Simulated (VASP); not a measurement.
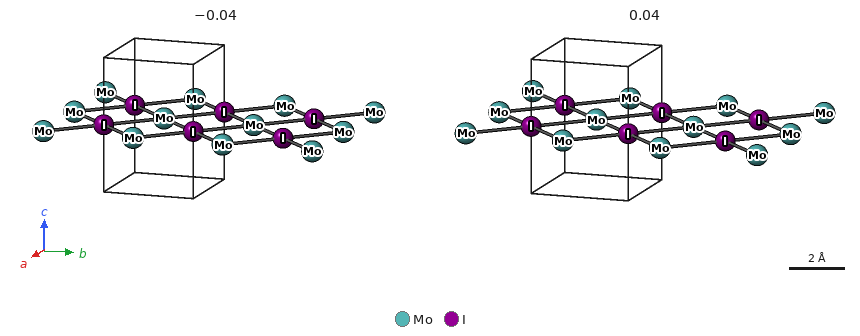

Crystalline MoI (a generated structure, set up in P4/mmm), held at several strains, with the atoms relaxed (per unit of the tabulated number the cell is strained by 1.0 along b, 1.0 along a). The picture shows the first and the last member. The picture is a ball-and-stick view of the cell of the calculation, repeated 1 × 2 × 1 with one cell outlined, seen slightly off an axis.

Computed with VASP 6.6.1: PBE, VASP PAW PBE potentials, recommended. Set-up: plane-wave cutoff 520 eV; k-point mesh 7 × 7 × 5; occupations fermi-dirac; smearing width 0.05 eV; no spin polarisation.

```
strain  energy (meV/atom)
 −0.04             432.60
 −0.02             179.42
 −0.01              81.32
   0.0               0.00
  0.01                  ?
  0.02            −117.56
  0.04            −183.05
```

> Fill in the missing row.

A parabola through three neighbouring rows (−0.01, 0.0, 0.02) gives, with Lagrange weights, (−0.3333)(81.32) + (1.0000)(0.00) + (0.3333)(−117.56) = −66.29 meV/atom. The calculation gives −65.87 meV/atom. The estimate is 0.42 meV/atom too low. The lowest tabulated energy lies at 0.04, so the unstrained cell isn't a minimum along this strain at this level. From the first member to the last: I–Mo 2.460 → 2.665 Å.

The whole series:

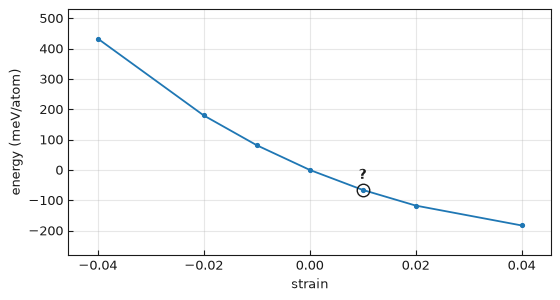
